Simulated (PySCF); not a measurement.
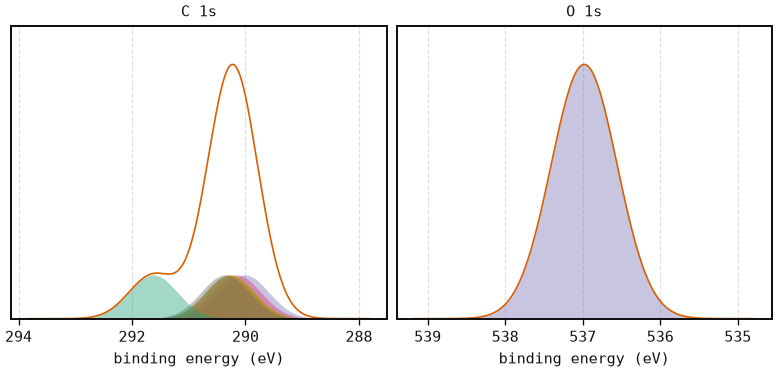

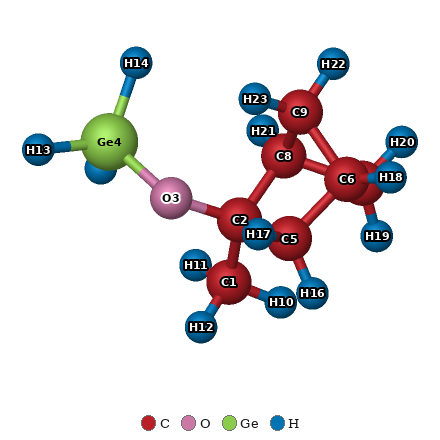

Simulated XPS of C₇H₁₄GeO, SMILES C[C@@]1([O][GeH3])C[C@H]2C[C@@H]1C2, singlet. Vertical core-electron binding energies by ΔSCF (SCAN, pcX-2 on the ionised atom, pcseg-1 elsewhere, spin-free X2C; PySCF, at a PBE0-D3(BJ)/def2-SVP geometry (no frequency check)), gas phase, against the vacuum level. One atom of each kind was ionised; within a panel, areas follow the number of like atoms, each panel is scaled alone, Gaussians of 1.0 eV full width. Only the regions named are shown. Lines closer than the width merge in the curve.

Question: Assign the components.

Answer:
```
level  atoms  binding energy (eV)
 C 1s     C2                291.6
 C 1s     C6                290.4
 C 1s     C7                290.3
 C 1s     C1                290.3
 C 1s     C8                290.3
 C 1s     C9                290.2
 C 1s     C5                290.0
 O 1s     O3                537.0
```

Question: How large is the chemical shift across the C 1s region?

Answer: 1.6 eV, from C5 at 290.0 eV to C2 at 291.6 eV.

Caveats: one conformer of a flexible molecule.
